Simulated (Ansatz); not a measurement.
P4 (charge −1, doublet)

Input

```
crystal:
  periodic: [false, false, false]
  atoms:
    - {symbol: P, position_ang: [-0.617011, 0.369833, -1.044999]}
    - {symbol: P, position_ang: [-0.409869, -1.054940, 0.573241]}
    - {symbol: P, position_ang: [-0.369613, 1.118107, 1.031721]}
    - {symbol: P, position_ang: [1.396484, -0.432999, -0.559962]}
basis:
  gaussian: {orbitals: def2-TZVPD, initial_orbitals: start.molden}
total_charge: -1
magnetization: {spin_polarized: true, initial_magnetization: 1}
hamiltonian: {xc: pbe0, dispersion: d4}
scf: {omitted_lower_state_checks: [starts]}
output: {orbitals: {seedname: orbitals}}
```

Run with:

```sh
ansatz run in.yaml --threads 4 --pin off --events-out ev --progress --plain --max-ram 3916MiB
```

Geometry: B3LYP-D4/def2-TZVPD; the highest occupied orbital lies above zero, a sign that basis and functional describe the outermost electron poorly.

All numbers below come from UKS PBE0-D4/def2-TZVPD (Ansatz 0.2.0).

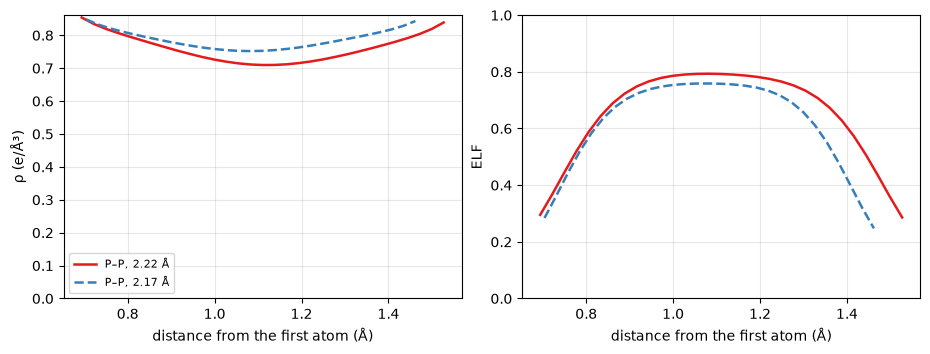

Figure 1. Total electron density and ELF along straight lines between neighbouring atoms. The curves leave out the atomic cores.

Question: What kind of bonding do the profiles show?

Answer: P–P (2.22 Å): ρ is about 0.71 e/Å³ halfway; the ELF peaks at about 0.80 between the atoms; a shared electron pair.
P–P (2.17 Å): ρ at the midpoint is about 0.75 e/Å³; the ELF peaks at about 0.75 between the atoms: a shared electron pair.

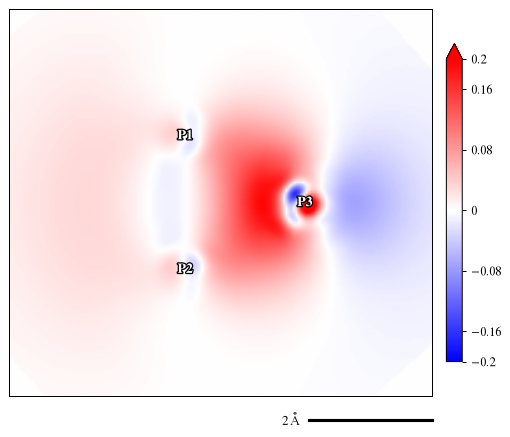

Figure 2. The HOMO (α) on the plane of atoms P2, P1 and P3 (values in Å⁻³ᐟ²; the overall sign is arbitrary).

Question: Describe this orbital and give its energy.

Answer: It lies mainly on P4 (about 45 %) and P3 (about 45 %); largely a combination of lone pairs on P4 and P3. Its energy is 0.06 eV.
